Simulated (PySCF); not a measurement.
# Si2H6 (SMILES [SiH3][SiH3]): r2SCAN/aug-cc-pVDZ

Aim: the vertical singlet–triplet gap of Si2H6 at r2SCAN/aug-cc-pVDZ, from 2 runs. The job is set up through a Python script.

The calculation is run with PySCF 2.14.0.

1 further run of the same task is left out (set aside as unsound or not needed).

## Step 1: Starting point

The species is Si2H6 (8 atoms), meant as a singlet with charge 0. SMILES: `[SiH3][SiH3]`. The coordinates come from a PBE0-D4/def2-TZVP relaxation.

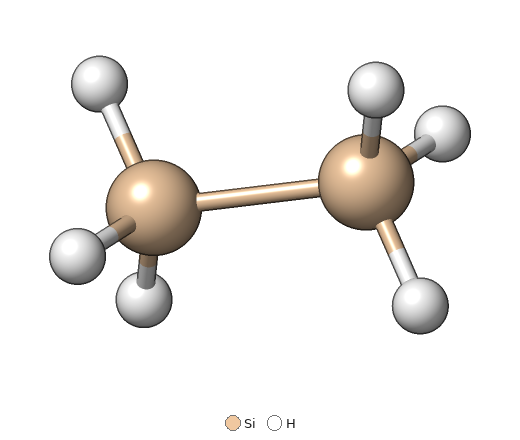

The structure, seen from a chosen angle (silicon light orange, hydrogen white).

## Step 2: The energy at r2SCAN/aug-cc-pVDZ

Input file run.py:

```python
# [SiH3][SiH3]
from pyscf import gto, dft

molecule = gto.M(
    atom='''
Si      -0.340500       0.490200      -1.004900
Si       0.363500      -0.504400       0.991000
H        0.833900       0.948200      -1.794900
H       -1.112900      -0.483900      -1.821900
H       -1.208000       1.664100      -0.717900
H        1.139000       0.468600       1.806300
H        1.228100      -1.680500       0.704000
H       -0.811000      -0.959200       1.782600
''',
    verbose=3,
    basis='aug-cc-pvdz',
    max_memory=1860,
    charge=0,
)

mf = dft.RKS(molecule, xc='r2scan')
mf.grids.level = 5
mf.conv_tol = 1e-10
mf.kernel()
if not mf.converged:
    mf = mf.newton().run(mf.mo_coeff, mf.mo_occ)

etot = mf.e_tot
print(f'total energy: {etot:.8f} hartree')
```

Started as:

```
$ OMP_NUM_THREADS=1 python run.py
```

Standard output:

```text
converged SCF energy = -582.505804221539
total energy: -582.50580422 hartree
```

It took 33 s on 1 thread of Arm Neoverse V2, shared host; peak memory 0.61 GiB.

## Step 3: The triplet

Input file input.py:

```python
from pyscf import gto, dft

mol = gto.Mole()
mol.atom = '''
Si    -0.643452     0.926344    -1.898986
Si     0.686915    -0.953178     1.872719
H      1.575843     1.791838    -3.391869
H     -2.103076    -0.914438    -3.442892
H     -2.282789     3.144693    -1.356634
H      2.152398     0.885526     3.413412
H      2.320773    -3.175685     1.330367
H     -1.532568    -1.812625     3.368626
'''
mol.unit = 'bohr'
mol.max_memory = 1860
mol.verbose = 3
mol.basis = 'aug-cc-pvdz'
mol.charge = 0
mol.spin = 2
mol.build()

mf = dft.UKS(mol, xc='r2scan')
mf.grids.level = 5
mf.conv_tol = 1e-10
mf.kernel()
if not mf.converged:
    mf = mf.newton().run(mf.mo_coeff, mf.mo_occ)

etot = mf.e_tot
print(f'total energy: {etot:.8f} hartree')
```

Started as:

```
$ OMP_NUM_THREADS=1 python input.py
```

Standard output:

```text
WARN: HOMO -0.0373562917425174 >= LUMO -0.310537047403451

WARN: HOMO -0.0630176955507249 >= LUMO -0.276081451658358

WARN: HOMO -0.0492693325270244 >= LUMO -0.248924873837763

WARN: HOMO -0.0578921027309391 >= LUMO -0.254038325614548

WARN: HOMO -0.0577951485937906 >= LUMO -0.252239328765115

WARN: HOMO -0.0575604534441627 >= LUMO -0.251563812009547

WARN: HOMO -0.0576011601716528 >= LUMO -0.251484972188647

WARN: HOMO -0.0576054640198285 >= LUMO -0.251489336578642

WARN: HOMO -0.0576287316043547 >= LUMO -0.251520029985101

WARN: HOMO -0.0576265546223493 >= LUMO -0.251515591620839

WARN: HOMO -0.0576432510423111 >= LUMO -0.251523997817127

WARN: HOMO -0.05774398709337 >= LUMO -0.251515417820344

WARN: HOMO -0.057755611437591 >= LUMO -0.251510975855145

WARN: HOMO -0.0577593056433066 >= LUMO -0.251535786012988

WARN: HOMO -0.0578895412694274 >= LUMO -0.25151393177734

WARN: HOMO -0.0577293182052236 >= LUMO -0.251522668267364

WARN: HOMO -0.057973486658685 >= LUMO -0.251528062500158

WARN: HOMO -0.0577862580521327 >= LUMO -0.251531481214613

WARN: HOMO -0.0577978258300007 >= LUMO -0.251528657376813

WARN: HOMO -0.0577614471583554 >= LUMO -0.251530471130224

WARN: HOMO -0.0577645296796279 >= LUMO -0.251529833620894

WARN: HOMO -0.0577599959920208 >= LUMO -0.251530047993105

WARN: HOMO -0.0577607810509853 >= LUMO -0.251530077574238

WARN: HOMO -0.0577612758182577 >= LUMO -0.251530003785581

WARN: HOMO -0.0577613432472281 >= LUMO -0.251530047003248

converged SCF energy = -582.270353276426  <S^2> = 2.0091117  2S+1 = 3.0060683
total energy: -582.27035328 hartree
```

It took 2.8 min on 1 thread of Arm Neoverse V2, shared host; peak memory 0.64 GiB.

## Step 4: Results

At r2SCAN/aug-cc-pVDZ:

```
                                        quantity          value
                           singlet: total energy  -582.50580 Eh
                          singlet: dipole moment         0.00 D
                            singlet: HOMO energy       -7.54 eV
                            singlet: LUMO energy       -0.15 eV
                          singlet: HOMO–LUMO gap        7.39 eV
                           triplet: total energy  -582.27035 Eh
                          triplet: dipole moment         0.00 D
     triplet: HOMO energy (highest over α and β)       -1.57 eV
                                   triplet: ⟨S²⟩          2.009
vertical energy of the triplet above the singlet       6.407 eV
```

**Reading.** At this shape the triplet lies 6.41 eV (618 kJ/mol) above the singlet. Mulliken charges (triplet) run from -0.78 on Si1 to +0.26 on H3; in a basis this large or diffuse they mean little.
